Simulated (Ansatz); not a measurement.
# F on Mg(0001): change of the work function

How does F on the fcc site change the work function of Mg(0001) as the layer fills?

Program: Ansatz 0.2.0. Level of theory: plane-wave DFT, PBE, Ansatz PAW. Results are calculated unless marked as measured.

**1. The starting structure**

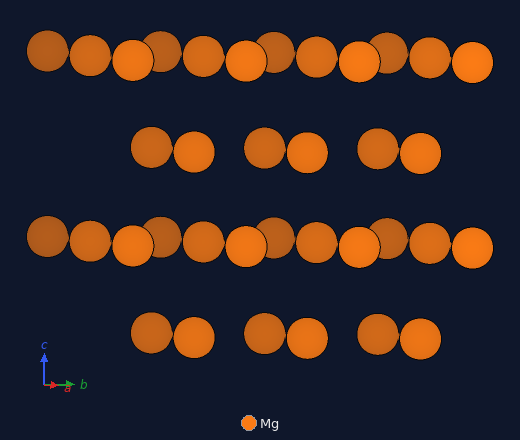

Start, viewed from the side, with the c axis up; magnesium orange. 2×3×1 cells are drawn. Some periodic images of atoms are drawn too.

The cell holds 4 atoms: 4 Mg. Cell: a = 3.210 Å, b = 3.210 Å, c = 25.820 Å, α = 90.0°, β = 90.0°, γ = 60.0°. Vacuum lies along c.

**2. The clean slab**

The bare slab comes first, as the zero from which every change is counted. The two lowest layers are held at bulk places and the upper ones relax. The dipole correction removes the false field that a one-sided slab makes across the periodic vacuum, so each face gets a flat vacuum level of its own.

Contents of input.yaml:

```yaml
crystal:
  lattice:
    - [3.21, 0.0, 0.0]
    - [1.605, 2.7799415461, 0.0]
    - [0.0, 0.0, 25.81956]
  atoms:
    - { symbol: Mg, position: [0.6666666667, 0.6666666667, 0.3485729424] }
    - { symbol: Mg, position: [0.0, 0.0, 0.4495243141] }
    - { symbol: Mg, position: [0.6666666667, 0.6666666667, 0.5504756859] }
    - { symbol: Mg, position: [0.0, 0.0, 0.6514270576] }
kpoints:
  mp_grid: { grid: [12, 12, 1] }
hamiltonian:
  xc: pbe
scf:
  occupations: { method: fermi_dirac, width: 0.1 }
  convergence: { dr2_threshold: 1.0e-08 }
efield:
  axis: 3
  dipole_correction: true
  ramp_position: 0.97
  ramp_width: 0.06
relax:
  f_tol: 0.02
  max_steps: 60
  constraints: [{ sites: [0, 1] }]
output:
  write_potential: true
  write_density: true
  volumetric_format: npy
```

Launch:

```console
ansatz run input.yaml --threads 2 --pin off --max-ram 3072MiB --backend cpu --events-out ev --progress --plain --runs-dir out
```

Numbers of over 12 decimals in the logs are rounded to 6 here.

The program printed:

```text
Engine: ansatz 0.2.0, aarch64-unknown-linux-gnu
Pseudopotentials: kind: paw
Pseudopotential: Mg, paw, valence charge 10, recommended cutoff 420 eV (normal), Mg.paw.azcp
Functional definition: PBE
  parameter kappa = 0.804
  parameter beta = 0.066725
  exchange = pbe_x(kappa = kappa, mu = beta*pi^2/3)
  correlation = pbe_c(beta = beta)
Crystal: 4 atoms, lattice volume = 230.404 Å³
Basis set: ecut = 420 eV, 4575 PW (Γ), exchange–correlation on 48×48×360 points (8 copies of the dense FFT grid, shifted against one another)
Bands: 24, of which v1, the nominal top of the filled ones, is band 20 counted from 1 (19 counted from 0)
Symmetry: 6 space group operations
k-points: 19 of 144 (time reversal used)
Non-local potential: Mg, projectors of the file, l = 0: 3, l = 1: 2, l = 2: 1
PAW form: soft (Blöchl's): semilocal exchange-correlation on the pseudo side does not see the compensation charge
PAW one-centre angular grid: Mg, 110 points (default); XC on 64 Gauss nodes
Initial density: superposition of atomic densities (neutral atoms: chi_scale 0, normalization atom), corrected by the library's trained network
Initial wavefunctions: pseudopotential atomic-orbital guess
Functional: x = pbe(κ = 0.804, μ = 0.219515), c = pbe(β = 0.066725)
SCF iter   1: F=—  HF=-7694.613554 eV  |F-HF|=—  |Δ(HF+E_count)|=         —  Δρ=7.47e-4  dr2=5.39e-3  ethr=1.77e-3  p=0.000 e·Å  D=2.46e-14 V/Å  ΔV_dip=-0.00 eV  dr2_dipole=1.19e-8  V_vac-E_F(+/−)=3.79/3.79 eV  ⟨swp⟩=8.1  Hψ=2477  notcnv=0
efield: sawtooth ramp at fractional position 0.9700 (set: `efield.ramp_position`, or a place that a band, a saddle search or an elastic batch's reference lends), width 0.0600; the density the first Hamiltonian is built on has a dipole p = 0.000 e·Å; the dipole correction subtracts the counter field D = 2.46e-14 V/Å, which shifts the + side's vacuum level by -0.00 eV against the − side's; the planar-averaged density in the ramp window peaks in size at 1.5e-5 e/Å³
preconditioner: auto → LDOS  [metal: Δε(μ)=0.163 eV  Ē_g=4.548 eV  σ=0.100 eV  W_gap=0.39  n_scr=16 (ndim 8)  ℏωp=6.9 eV  f_vac=0.528  D(μ)=2.23/eV (n_scr^D=10)  β→1.0]
SCF iter   2: F=—  HF=-7694.613892 eV  |F-HF|=—  |Δ(HF+E_count)|=   3.38e-4  Δρ=2.82e-4  dr2=3.90e-4  ethr=1.35e-5  p=0.000 e·Å  D=1.21e-5 V/Å  ΔV_dip=-0.00 eV  dr2_dipole=1.36e-8  V_vac-E_F(+/−)=3.82/3.82 eV  ⟨swp⟩=2.1  Hψ=706  notcnv=0
SCF iter   3: F=—  HF=-7694.613926 eV  |F-HF|=—  |Δ(HF+E_count)|=   3.33e-5  Δρ=9.30e-5  dr2=4.23e-5  ethr=9.74e-7  p=-0.000 e·Å  D=-5.84e-8 V/Å  ΔV_dip=0.00 eV  dr2_dipole=1.53e-10  V_vac-E_F(+/−)=3.80/3.80 eV  ⟨swp⟩=2.3  Hψ=617  notcnv=0
SCF iter   4: F=—  HF=-7694.613948 eV  |F-HF|=—  |Δ(HF+E_count)|=   2.23e-5  Δρ=2.68e-5  dr2=4.91e-6  ethr=1.06e-7  p=-0.000 e·Å  D=-1.95e-7 V/Å  ΔV_dip=0.00 eV  dr2_dipole=4.52e-11  V_vac-E_F(+/−)=3.79/3.79 eV  ⟨swp⟩=2.0  Hψ=527  notcnv=0
SCF iter   5: F=—  HF=-7694.613928 eV  |F-HF|=—  |Δ(HF+E_count)|=   1.99e-5  Δρ=6.90e-6  dr2=4.91e-7  ethr=1.23e-8  p=-0.000 e·Å  D=-1.86e-7 V/Å  ΔV_dip=0.00 eV  dr2_dipole=4.79e-11  V_vac-E_F(+/−)=3.79/3.79 eV  ⟨swp⟩=2.1  Hψ=509  notcnv=0
SCF iter   6: F=—  HF=-7694.613928 eV  |F-HF|=—  |Δ(HF+E_count)|=   2.89e-7  Δρ=1.60e-6  dr2=2.03e-8  ethr=1.23e-9  p=-0.000 e·Å  D=-9.73e-8 V/Å  ΔV_dip=0.00 eV  dr2_dipole=1.13e-12  V_vac-E_F(+/−)=3.79/3.79 eV  ⟨swp⟩=2.0  Hψ=530  notcnv=0
SCF iter   7: F=-7694.613928 eV  HF=-7694.613928 eV  |F-HF|=7.69e-10  |Δ(HF+E_count)|=   7.80e-9  Δρ=3.80e-7  dr2=3.40e-10  ethr=2.50e-11  p=-0.000 e·Å  D=-8.33e-9 V/Å  ΔV_dip=0.00 eV  dr2_dipole=6.67e-13  V_vac-E_F(+/−)=3.79/3.79 eV  ⟨swp⟩=8.7  Hψ=2644  notcnv=0
SCF 1 converged in 7 iterations: F = -7694.613928 eV  dr2 = 3.40e-10
  greatest PAW one-centre occupation: 1.000 electrons in one spin orbital (limit 2), on the Mg atom at site 2 (counted from 0), in its partial waves of l = 0
relax step   1: F+E_penalty+E_count = -7694.61392834 eV  Δ(F+E_penalty+E_count) = +0.000e0 eV  max|allowed force component| = 4.415e-2 eV/Å  Δτ_max = 0.0000 Å  (7 SCF iters, accepted)
Initial density: handed on by an earlier stage of this run
Initial wavefunctions: those handed on with the density
iter 1 solved again at ethr=7.55e-6 eV; its pass at ethr=3.10e-3 eV (dr2=3.02e-3 eV) is discarded
SCF iter   1: F=—  HF=-7694.614722 eV  |F-HF|=—  |Δ(HF+E_count)|=         —  Δρ=2.19e-4  dr2=9.85e-4  ethr=7.55e-6  p=-0.000 e·Å  D=-2.46e-8 V/Å  ΔV_dip=0.00 eV  dr2_dipole=5.18e-5  V_vac-E_F(+/−)=3.79/3.79 eV  ⟨swp⟩=2.3  Hψ=1585  notcnv=0
efield: sawtooth ramp at fractional position 0.9700 (set: `efield.ramp_position`, or a place that a band, a saddle search or an elastic batch's reference lends), width 0.0600; the density the first Hamiltonian is built on has a dipole p = -0.000 e·Å; the dipole correction subtracts the counter field D = -2.46e-8 V/Å, which shifts the + side's vacuum level by +0.00 eV against the − side's; the planar-averaged density in the ramp window peaks in size at 3.7e-7 e/Å³
preconditioner: auto → LDOS  [metal: Δε(μ)=0.173 eV  Ē_g=4.535 eV  σ=0.100 eV  W_gap=0.41  n_scr=16 (ndim 8)  ℏωp=6.9 eV  f_vac=0.529  D(μ)=2.24/eV (n_scr^D=10)  β→1.0]
SCF iter   2: F=—  HF=-7694.614661 eV  |F-HF|=—  |Δ(HF+E_count)|=   6.12e-5  Δρ=7.35e-5  dr2=3.77e-5  ethr=2.46e-6  p=-0.000 e·Å  D=-6.75e-5 V/Å  ΔV_dip=0.00 eV  dr2_dipole=1.71e-6  V_vac-E_F(+/−)=3.79/3.79 eV  ⟨swp⟩=2.0  Hψ=503  notcnv=0
SCF iter   3: F=—  HF=-7694.614688 eV  |F-HF|=—  |Δ(HF+E_count)|=   2.78e-5  Δρ=2.08e-5  dr2=3.89e-6  ethr=9.43e-8  p=0.000 e·Å  D=9.60e-5 V/Å  ΔV_dip=-0.00 eV  dr2_dipole=1.74e-10  V_vac-E_F(+/−)=3.79/3.79 eV  ⟨swp⟩=2.0  Hψ=776  notcnv=0
SCF iter   4: F=—  HF=-7694.614664 eV  |F-HF|=—  |Δ(HF+E_count)|=   2.43e-5  Δρ=5.71e-6  dr2=4.02e-7  ethr=9.72e-9  p=0.000 e·Å  D=1.11e-4 V/Å  ΔV_dip=-0.00 eV  dr2_dipole=1.72e-8  V_vac-E_F(+/−)=3.79/3.79 eV  ⟨swp⟩=2.0  Hψ=522  notcnv=0
SCF iter   5: F=-7694.614664 eV  HF=-7694.614664 eV  |F-HF|=2.85e-9  |Δ(HF+E_count)|=   3.01e-8  Δρ=1.43e-6  dr2=7.85e-9  ethr=2.50e-11  p=0.000 e·Å  D=1.31e-4 V/Å  ΔV_dip=-0.00 eV  dr2_dipole=1.10e-9  V_vac-E_F(+/−)=3.79/3.79 eV  ⟨swp⟩=7.8  Hψ=2951  notcnv=0
SCF 2 converged in 5 iterations: F = -7694.614664 eV  dr2 = 7.85e-9
  greatest PAW one-centre occupation: 1.000 electrons in one spin orbital (limit 2), on the Mg atom at site 1 (counted from 0), in its partial waves of l = 0
relax step   2: F+E_penalty+E_count = -7694.61466413 eV  Δ(F+E_penalty+E_count) = -7.358e-4 eV  max|allowed force component| = 1.544e-2 eV/Å  Δτ_max = 0.0287 Å  (5 SCF iters, accepted)
NSCF: frozen V_eff on 19 k-points
the band table was solved once a step of the walk had ended and its energy, with any forces and stress, was formed, with the checks that follow a solve (2497 applications of the Hamiltonian). They found nothing against the state; the energy, forces and stress were not computed again (output.eigenvalues in the input reference)
WARN: The output density's exchange-correlation potential varies sharply where the density is thin. Do not read a vacuum level from v_tot or v_xc, or from such a field of the output density. On a cell that repeats whose density bears no net charge and no dipole along the vacuum's axis use v_es (v_loc + v_h of the components); under efield.dipole_correction with no amplitude use v_es + v_field, which holds any externa [...]
SCF converged after 5 iterations
Free energy (F): -7694.614664 eV
Harris-Foulkes:  -7694.614664 eV  (|F-HF|=2.85e-9)
Internal energy: -7694.543245 eV  (E = F + TS)
E sigma→0 (E₀):  -7694.578954 eV
Entropy (-TS):   -0.071420 eV (-17.855 meV/atom)
Fermi energy:    0.029478 eV
Dipole field:    D = 0.000172 V/Å  (p = 0.000219 e·Å, saw-weighted, corrected)
Work function:   Φ+ = 3.7873 eV   Φ− = 3.7918 eV
Levels:          The Fermi level and band energies are counted from a zero that moves with the ramp; work functions are not
--- Per-component energies (eV) ---
  E_band       = -1655.090316
  E_kinetic    = 297.500953
  E_local      = -32041.579430  (includes V_loc(G=0)·N_el)
  E_nonlocal   = 383.077104
  E_hartree    = 14982.417556
  E_xc         = -112.093321
  E_vxc        = -144.525410  (∫ρ·V_xc dr)
  E_paw        = -1170.697246  (= ΣΔE_a)
  E_vpaw       = -114.398191  (= ΣTr[D̂ρ^β])
  E_aug_tail   = -0.000015  (compensation charges beyond the density's cutoff)
  E_efield     = 0.000000  (sawtooth field / dipole correction)
  E_vefield    = -0.000058  (∫n·V_field dr)
  E_ewald      = 9966.831155
  E_smearing   = -0.071420  (= −TS)
  E_closure    = 0.000000  (closes the sum)
  Σ components = -7694.614664   (vs F -7694.614664, Δ=0.00e0)
--- Forces (eV/Å), atoms counted from 1 ---
  atom   1  Mg    -0.00000000     0.00000000    -0.04352532
  atom   2  Mg     0.00000000    -0.00000000     0.03942642
  atom   3  Mg    -0.00000000     0.00000000    -0.01135304
  atom   4  Mg     0.00000000    -0.00000000     0.01543568
  max |Σ_I F_I| component: 1.63e-5 eV/Å
--- Band table (eV; the first three rows and the last of 19) ---
  k-point 0: bands = [... 16 lower, -6.5118, -5.7358, -4.4563, -2.7079, -0.9499, 1.2324, 2.8336, 3.6962]
  k-point 1: bands = [... 16 lower, -6.3761, -5.6010, -4.3227, -2.5750, -0.8237, 1.3598, 2.9633, 3.8279]
  k-point 2: bands = [... 16 lower, -5.9704, -5.1979, -3.9232, -2.1781, -0.4451, 1.7374, 3.3475, 4.2198]
  k-point 18: bands = [... 16 lower, -0.2640, -0.2571, -0.2503, 0.4095, 0.4203, 0.4303, 1.5893, 2.1911]
--- Relaxed structure (2 steps of the walk, 2 accepted, 0 SCFs on fresh bases) ---
  F+E_penalty+E_count = -7694.61466413 eV   max|allowed force component| = 1.544e-2 eV/Å
  atoms:
    - { symbol: Mg, position: [0.666667, 0.666667, 0.348573] }
    - { symbol: Mg, position: [0.0, 0.0, 0.449524] }
    - { symbol: Mg, position: [0.666667, 0.666667, 0.550673] }
    - { symbol: Mg, position: [0, 0, 0.652538] }
```

It took 12 s on 2 threads of Arm Neoverse N1, shared host; peak memory 0.42 GiB; 22 s of CPU time.

Step by step:

```
step  energy less that of the first step (eV)  largest force component (eV/Å)
   1                                   0.0000                          0.0442
   2                                  -0.0007                          0.0154
```

The run keeps the 6 symmetry operations that it works with, so distortions that break them were not tested.

The atoms that moved most (Å):

```
atom     dx     dy     dz  length
 Mg4  0.000  0.000  0.029   0.029
 Mg3  0.000  0.000  0.005   0.005
```

The relaxed structure:

```xyz
4
Lattice="3.2100 0.0000 0.0000 1.6050 2.7799 0.0000 0.0000 0.0000 25.8196" Properties=species:S:1:pos:R:3
Mg    3.2100    1.8533    9.0000
Mg    0.0000    0.0000   11.6065
Mg    3.2100    1.8533   14.2181
Mg    0.0000    0.0000   16.8482
```

Numbers from this step:

- energy at zero smearing: -7694.5790 eV
- work function, upper face: 3.787 eV
- dipole along the normal: 2.19e-4 e·Å

Running mean over 2.60652 Å of the planar mean; the ramp of the sawtooth is left out. The electron's electrostatic potential energy less the Fermi level by z:

```
z (Å)  electron's electrostatic potential energy less the Fermi level (eV)
    4                                                                 3.79
    5                                                                 3.78
    6                                                                 3.64
    7                                                                 2.60
    8                                                                -2.09
    9                                                                -4.02
   10                                                                -4.04
   11                                                                -4.01
   12                                                                -3.99
   13                                                                -3.98
   14                                                                -4.00
   15                                                                -3.95
   16                                                                -3.97
   17                                                                -3.95
   18                                                                -1.31
   19                                                                 2.90
   20                                                                 3.68
   21                                                                 3.78
   22                                                                 3.79
```

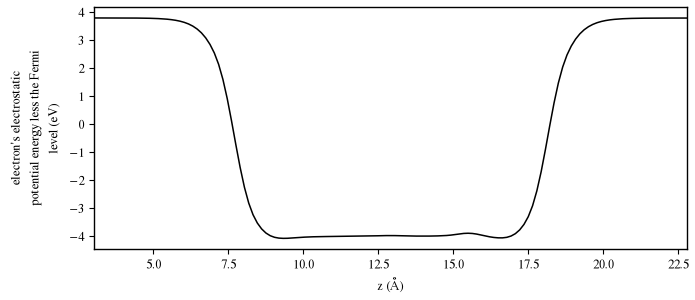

Electron's electrostatic potential energy less the Fermi level against z.

The relaxation took 2 steps and lowered the energy by 7.4e-4 eV; the largest force on the free atoms ends at 0.015 eV/Å.

The work function of the upper face is 3.79 eV.

[end of part 1 of 3]

[Logs are printed without paths, hosts, clocks, repeated set-up lines and the standing remarks that a program may print on its own settings, such as how far it seeks lower states.]

[Hosts, paths, dates, database ids (printed as entryN), source tags and the programs' standing remarks are cut or masked in the printed files.]

[Maps of the electrostatic potential energy from Ansatz leave out the sawtooth potential of an applied field or a dipole correction, so their vacuum need not be flat; planar profiles and work functions include it.]
